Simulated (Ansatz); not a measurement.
Base system: WSi2 (space group I4/mmm, No. 139; a = 3.185 Å, c = 7.773 Å; relaxed with 0.1 eV smearing).

Structures relaxed with Kohn–Sham DFT with the LDA functional, run in Ansatz (a program for electronic structure) with PAW and 420 eV plane waves, scalar-relativistic without spin-orbit coupling.

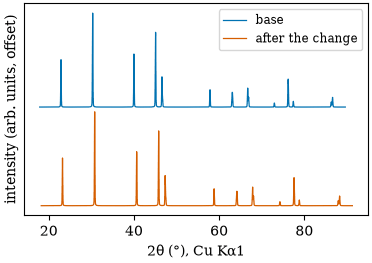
Figure. Simulated powder patterns before (top) and after one change

### Question
Which of these changes matches the shifts?
A. isotropic strain −1.50 %
B. isotropic strain −1.00 %
C. isotropic strain +2.00 %
D. isotropic strain −2.00 %

### Answer
A, isotropic strain −1.50 %. Its volume per atom is 12.56 Å³ against 13.14 Å³, and its space group is I4/mmm (No. 139).

Whether these cells are dynamically stable was not tested. All final runs are without spin polarisation.
